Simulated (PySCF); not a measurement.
# Te₃: structure of the singlet

Where does singlet Te₃ go from a linear chain start, is the end point a minimum, and what are its modes, charges and moments?

Computed with PySCF 2.14.0. Level: PBE0, basis Te def2-TZVP with ECP28, scalar-relativistic core potentials, no spin–orbit coupling, density fitting.

### 1 Starting geometry

3 atoms, charge 0, spin multiplicity 1.

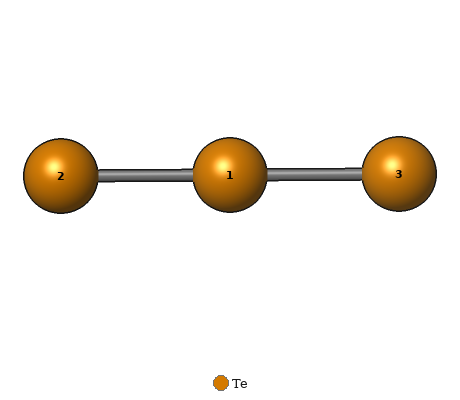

Start geometry, drawn with tellurium orange; atoms are numbered from 1 in the order of the file.

Z-matrix (Å, degrees; charge 0 multiplicity 1):
```
Te
Te 1 2.5840
Te 1 2.5840 2 180.00
```

### 2 The SCF at the typed geometry

The steps below are one call of a driver around PySCF. For each, scf.py gives the equivalent set-up of the SCF; relaxations use the driver's own optimiser. After this first run the driver tries any further starts and a stability analysis.

Contents of scf.py:

```python
from pyscf import gto, scf, dft
mol = gto.M(atom='''
Te     0.000000     0.000000     0.000000
Te     0.000000     0.000000     2.584000
Te     0.000000     0.000000    -2.584000''',
    basis={'Te': 'def2-TZVP'},
    ecp={'Te': 'def2-TZVP'},
    charge=0, spin=0)
mf = dft.RKS(mol, xc='PBE0')
mf.grids.atom_grid = (50, 194)
aux = {'Te': 'def2-universal-JKFIT'}
mf = mf.density_fit(auxbasis=aux)
mf.conv_tol = 1e-08
mf.diis_space = 10
mf.max_cycle = 60
mf.init_guess = 'huckel'
mf.verbose = 4
mf.kernel()
```

Started as:

```bash
OMP_NUM_THREADS=4 python axn.py task.json out
```

Log:

```text
init E= -803.782861054349
  HOMO = -0.26378482512227  LUMO = -0.250716960381292  gap/eV = 0.35559
cycle= 1 E= -803.531204631301  delta_E= 0.252  |g|= 1.47  |ddm|= 2.97
  HOMO = -0.0978142554468722  LUMO = 0.0161369341468216  gap/eV = 3.10077
cycle= 2 E= -801.443937452151  delta_E= 2.09  |g|=  2.9  |ddm|= 4.75
  HOMO = -0.181314378674049  LUMO = -0.15698850466659  gap/eV = 0.66194
cycle= 3 E= -804.037476159747  delta_E= -2.59  |g|= 0.284  |ddm|= 4.03
  HOMO = -0.192189439125881  LUMO = -0.182732117771242  gap/eV = 0.25735
cycle= 4 E= -804.045055923291  delta_E= -0.00758  |g|= 0.271  |ddm|= 0.888
  HOMO = -0.197142674553894  LUMO = -0.17107280629313  gap/eV = 0.70940
cycle= 5 E= -804.068644114283  delta_E= -0.0236  |g|= 0.0405  |ddm|= 0.393
  HOMO = -0.197279788815724  LUMO = -0.169154659974581  gap/eV = 0.76532
cycle= 6 E= -804.068938755838  delta_E= -0.000295  |g|= 0.0118  |ddm|= 0.0367
  HOMO = -0.19792911122699  LUMO = -0.169484775609781  gap/eV = 0.77401
cycle= 7 E= -804.068975105697  delta_E= -3.63e-05  |g|= 0.00249  |ddm|= 0.0138
  HOMO = -0.197868786397398  LUMO = -0.169426173847872  gap/eV = 0.77396
cycle= 8 E= -804.068976172762  delta_E= -1.07e-06  |g|= 0.000593  |ddm|= 0.00249
  HOMO = -0.197868876133255  LUMO = -0.169408838631141  gap/eV = 0.77444
cycle= 9 E= -804.068976317059  delta_E= -1.44e-07  |g|= 9.16e-05  |ddm|= 0.00107
  HOMO = -0.197864688475093  LUMO = -0.169406273107715  gap/eV = 0.77439
cycle= 10 E= -804.068976320413  delta_E= -3.35e-09  |g|= 7.51e-06  |ddm|= 0.000157
  HOMO = -0.197865860203373  LUMO = -0.169407970320703  gap/eV = 0.77438
Extra cycle  E= -804.068976320427  delta_E= -1.36e-11  |g|= 7.21e-06  |ddm|= 3.01e-05
converged SCF energy = -804.068976320427
```

This step, with its further starts and checks, took 15 s on 4 threads of Intel Xeon Platinum 8488C (Sapphire Rapids), shared host.

The starts that the driver tried:

```
                      start  energy (Eh)
    the minimal-basis guess  -804.068976
a thermally smeared density  -804.081789
      a smeared PBE density  -804.081789
```

The first run landed in a state that is too high. Following the other starts and the instabilities gains 33.6 kJ/mol (-804.08179 Eh), and the work goes on from there.

### 3 Relaxation: linear chain start, singlet

The program finds D∞h symmetry in the start, which this walk keeps. Threshold on the gradient: 0.0003 Eh/bohr, with a further test on the energy change.

Edit scf.py of step 2 so:

```diff
@@ -16 +15,0 @@
-mf.init_guess = 'huckel'
```

Energy and gradient, step by step:

```
step  energy (Eh)  change (kJ/mol)  largest symmetric gradient (Eh/bohr)
   0  -804.081789             0.00                               0.02797
   1  -804.086527           -12.44                               0.00414
   2  -804.086652           -12.77                               0.00062
   3  -804.086655           -12.78                               0.00002
```

The walk took 13 s.

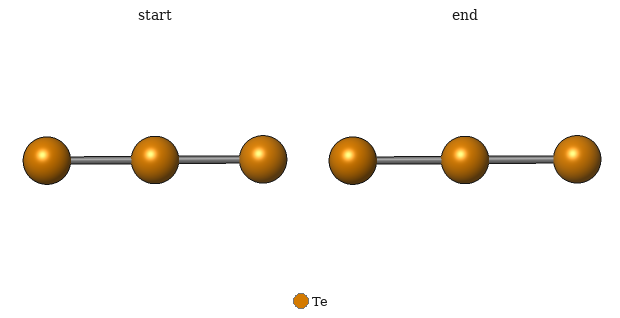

The geometry along the walk, at one scale.

End point (D∞h, 3 steps, 12.8 kJ/mol gained): Te–Te 2.681 Å (×2); Te–Te–Te 180.0°.

### 4 Is it a minimum? Harmonic modes

On the finer grid the gradient is checked again; gradients at displacements of ±0.02 bohr then give force constants and infrared intensities.

Edit scf.py of step 3 so:

```diff
@@ -3,3 +3,3 @@
-Te     0.000000     0.000000     0.000000
-Te     0.000000     0.000000     2.584000
-Te     0.000000     0.000000    -2.584000''',
+Te     0.000000    -0.000000     0.000000
+Te    -0.000000    -0.000000     2.681533
+Te     0.000000    -0.000000    -2.681533''',
@@ -10 +10 @@
-mf.grids.atom_grid = (50, 194)
+mf.grids.atom_grid = (75, 302)
@@ -13 +13 @@
-mf.conv_tol = 1e-08
+mf.conv_tol = 1e-10
```

This SCF starts from the last density.

Log of the central SCF (cycles and frontier levels):

```text
init E= -804.086641802697
  HOMO = -0.211372265317006  LUMO = -0.167771355048934  gap/eV = 1.18644
cycle= 1 E= -804.086641802566  delta_E= 1.31e-10  |g|= 1.73e-05  |ddm|= 2.55e-05
  HOMO = -0.211372282725174  LUMO = -0.167771280088631  gap/eV = 1.18644
cycle= 2 E= -804.086641795314  delta_E= 7.25e-09  |g|= 0.000129  |ddm|= 0.000189
  HOMO = -0.211372281806447  LUMO = -0.167771311213344  gap/eV = 1.18644
cycle= 3 E= -804.086641802699  delta_E= -7.38e-09  |g|= 1.99e-06  |ddm|= 0.000167
  HOMO = -0.211372279552182  LUMO = -0.167771343883884  gap/eV = 1.18644
cycle= 4 E= -804.0866418027  delta_E= -1.14e-12  |g|= 1.12e-07  |ddm|= 2.61e-06
  HOMO = -0.211372271646967  LUMO = -0.167771338007668  gap/eV = 1.18644
Extra cycle  E= -804.086641802699  delta_E= 6.82e-13  |g|= 1.12e-07  |ddm|= 1.84e-07
converged SCF energy = -804.086641802699
```

The whole step took 33 s.

Geometry: D∞h; Te–Te 2.682 Å (×2); Te–Te–Te 180.0°.

Modes, for the most abundant isotopes:

```json
{"symmetry": "πu", "ω (cm⁻¹)": "241i", "IR (km/mol)": "30.6", "type": "bend"}
{"symmetry": "σg+", "ω (cm⁻¹)": "161", "IR (km/mol)": "0.0", "type": "stretch"}
{"symmetry": "σu+", "ω (cm⁻¹)": "201", "IR (km/mol)": "50.3", "type": "stretch"}
```

With 2 modes imaginary (up to 241i cm⁻¹) this point is a saddle.

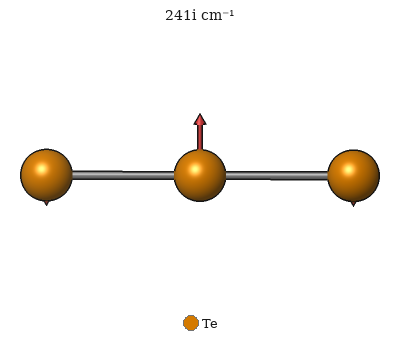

The imaginary mode, as arrows.

Properties at this point:

```
Dipole moment                                                   : 0.00 D
Highest occupied level                                          : -5.75 eV
Lowest empty level                                              : -4.57 eV
Rotational constants                                            : 0.009023 cm⁻¹
Zero-point energy (real modes)                                  : 2.2 kJ/mol
Principal polarisabilities                                      : 77.3, 77.3, 336.6 bohr³
Atomisation energy without zero-point energy                    : 269 kJ/mol
Principal traceless quadrupole moments about the centre of mass : -4.64, 2.32, 2.32 D Å
```

Charges (e) and bond orders:

```tsv
atom	Mulliken	Löwdin	polar tensor	Mayer order to Te1
Te1	0.25	0.10	1.48	–
Te2,3	-0.13	-0.05	-0.74	1.71
```

Outer orbital energies (eV). occupied: -17.29, -15.43, -9.93, -8.47, -8.47, -6.70, -6.70, -5.75; empty: -4.57, -4.57, -0.49, 2.44.

Mulliken populations on Te1 (outside its core potential): s 3.97, p 9.42, d 10.34, f 0.01.

### 5 Downhill along the imaginary mode

The atoms are moved a little along the softest imaginary mode and relaxed again.

The program finds C2v symmetry in the start, which this walk keeps.

Edit scf.py of step 4 so:

```diff
@@ -3,3 +3,3 @@
-Te     0.000000    -0.000000     0.000000
-Te    -0.000000    -0.000000     2.681533
-Te     0.000000    -0.000000    -2.681533''',
+Te     0.116452     0.028964    -0.000000
+Te    -0.058226    -0.014482     2.681533
+Te    -0.058226    -0.014482    -2.681533''',
@@ -10 +10 @@
-mf.grids.atom_grid = (75, 302)
+mf.grids.atom_grid = (50, 194)
@@ -13 +13 @@
-mf.conv_tol = 1e-10
+mf.conv_tol = 1e-08
```

Energy and gradient, step by step:

```
step  energy (Eh)  change (kJ/mol)  largest symmetric gradient (Eh/bohr)
   0  -804.093777             0.00                               0.02946
   1  -804.113380           -51.47                               0.02363
   2  -804.132326          -101.21                               0.02855
   3  -804.144573          -133.37                               0.02549
   4  -804.153197          -156.01                               0.00812
   5  -804.154253          -158.78                               0.00235
   6  -804.154350          -159.03                               0.00062
   7  -804.154352          -159.04                               0.00001
```

The walk took 29 s.

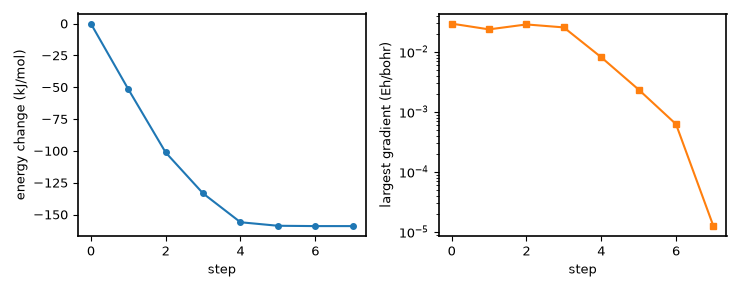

How energy and gradient fall.

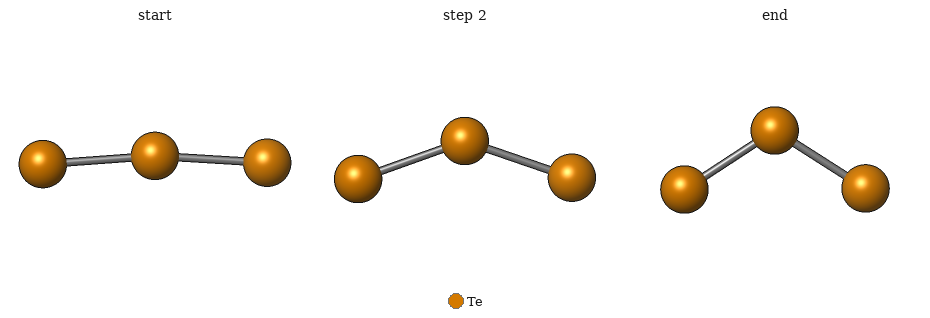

The geometry along the walk, at one scale.

After 7 steps and 159.0 kJ/mol it ends at C2v: Te–Te 2.577 Å (×2); Te–Te–Te 114.3°.

### 6 Hessian and properties

The same treatment as at the point before.

Edit scf.py of step 5 so:

```diff
@@ -3,3 +3,3 @@
-Te     0.116452     0.028964    -0.000000
-Te    -0.058226    -0.014482     2.681533
-Te    -0.058226    -0.014482    -2.681533''',
+Te     0.908597     0.225987    -0.000000
+Te    -0.454299    -0.112994     2.160482
+Te    -0.454299    -0.112994    -2.160482''',
@@ -10 +10 @@
-mf.grids.atom_grid = (50, 194)
+mf.grids.atom_grid = (75, 302)
@@ -13 +13 @@
-mf.conv_tol = 1e-08
+mf.conv_tol = 1e-10
```

Log of the central SCF (cycles and frontier levels):

```text
init E= -804.155048356605
  HOMO = -0.235798760350109  LUMO = -0.161192217059829  gap/eV = 2.03015
cycle= 1 E= -804.155048356589  delta_E= 1.66e-11  |g|= 8.91e-06  |ddm|= 1.62e-05
  HOMO = -0.235797815671992  LUMO = -0.161192349525887  gap/eV = 2.03012
Extra cycle  E= -804.155048356453  delta_E= 1.36e-10  |g|= 2.13e-05  |ddm|= 3.96e-05
converged SCF energy = -804.155048356453
```

The whole step took 44 s on 4 threads of Intel Xeon Platinum 8488C (Sapphire Rapids), shared host.

Geometry: C2v; Te–Te 2.577 Å (×2); Te–Te–Te 113.9°.

Modes, for the most abundant isotopes:

| symmetry | ω (cm⁻¹) | IR (km/mol) | type |
| --- | --- | --- | --- |
| a1 | 75 | 0.1 | bend |
| a1 | 224 | 0.1 | stretch |
| b2 | 252 | 20.8 | stretch |

Every mode is real; the point is a minimum.

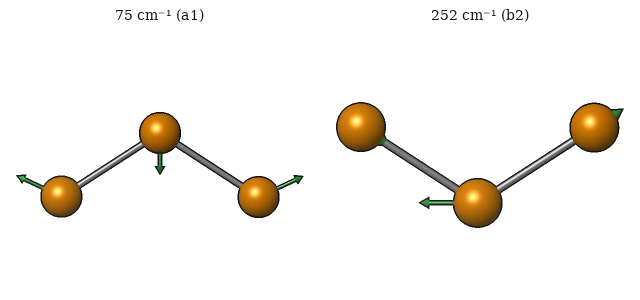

Displacements of 2 of the modes, as arrows (one member where a mode is degenerate).

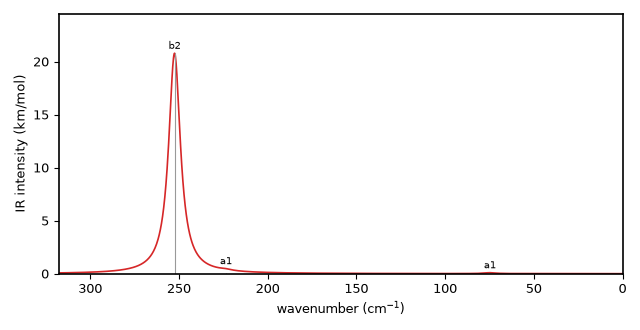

The harmonic infrared spectrum (widths in cm⁻¹). Lines are broadened to a width of 8 cm⁻¹ (Lorentzian).

Properties at this point:

```
Dipole moment                                                   : 0.92 D
Highest occupied level                                          : -6.42 eV
Lowest empty level                                              : -4.39 eV
Rotational constants                                            : 0.09869, 0.0139, 0.01218 cm⁻¹
Zero-point energy                                               : 3.3 kJ/mol
Principal polarisabilities                                      : 68.4, 94.6, 228.6 bohr³
Atomisation energy without zero-point energy                    : 449 kJ/mol
Principal traceless quadrupole moments about the centre of mass : -0.52, -0.31, 0.83 D Å
Entropy at 298.15 K and 1 bar                                   : 339.1 J/(mol K)
Heat capacity Cp at 298.15 K                                    : 56.4 J/(mol K)
Enthalpy at 298.15 K above 0 K                                  : 14.62 kJ/mol
Rotational symmetry number                                      : 2
```

Charges (e) and bond orders:

| atom | Mulliken | Löwdin | polar tensor | Mayer order to Te1 |
| --- | --- | --- | --- | --- |
| Te1 | 0.23 | 0.18 | 0.52 | – |
| Te2,3 | -0.11 | -0.09 | -0.26 | 1.64 |

Outer orbital energies (eV). occupied: -17.25, -15.23, -9.86, -9.19, -8.82, -6.62, -6.55, -6.42; empty: -4.39, -2.20, -1.24, 2.62.

Mulliken populations on Te1 (outside its core potential): s 3.89, p 9.59, d 10.26, f 0.03.

### 7 Stability of the closed shell

At the lowest minimum the closed shell is tested against spin polarisation, on the (50, 194) grid. It is unstable: an open-shell solution lies lower. That solution was not followed to a minimum here.

### 8 The points found, side by side

| spin | group | bonds | imaginary modes (cm⁻¹) | ΔE (kJ/mol) | with zero-point energy |
| --- | --- | --- | --- | --- | --- |
| singlet | C2v | Te–Te 2.577 Å (×2) | none | 0.0 | 0.0 |
| singlet | D∞h | Te–Te 2.682 Å (×2) | 241i, 241i | 179.6 | – |

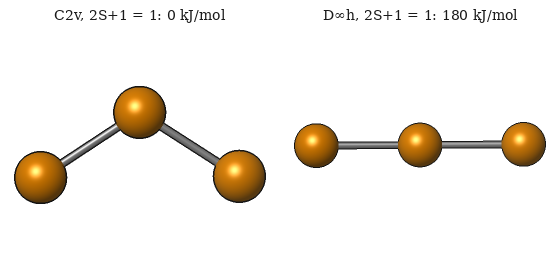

The points, lowest first (tellurium orange).

### 9 Outcome

```
                            quantity                                                            value
                             minimum  singlet, C2v (closed shell, unstable towards spin polarisation)
                            geometry                              Te–Te 2.577 Å (×2); Te–Te–Te 113.9°
                  wavenumbers (cm⁻¹)                                      75 (a1), 224 (a1), 252 (b2)
                       dipole moment                                                           0.92 D
highest occupied, lowest empty level                                                  -6.42, -4.39 eV
          polar-tensor charge of Te1                                                          +0.52 e
                   zero-point energy                                                       3.3 kJ/mol
```

**Reading.** The linear chain start (D∞h) ends in a minimum of C2v symmetry, after a stop at a second-order saddle point 179.6 kJ/mol higher, from which it was pushed off along an imaginary mode. In the infrared the band at 252 cm⁻¹ (b2, stretch) leads. The first SCF alone would have been 34 kJ/mol too high. Other starts or spin states, not run here, may lie lower. A stability analysis at the minimum finds the closed shell unstable towards spin polarisation: an open-shell solution lies lower, and these values are not those of the lowest state. Spin–orbit coupling is left out.

The search up to here took 2.3 min.
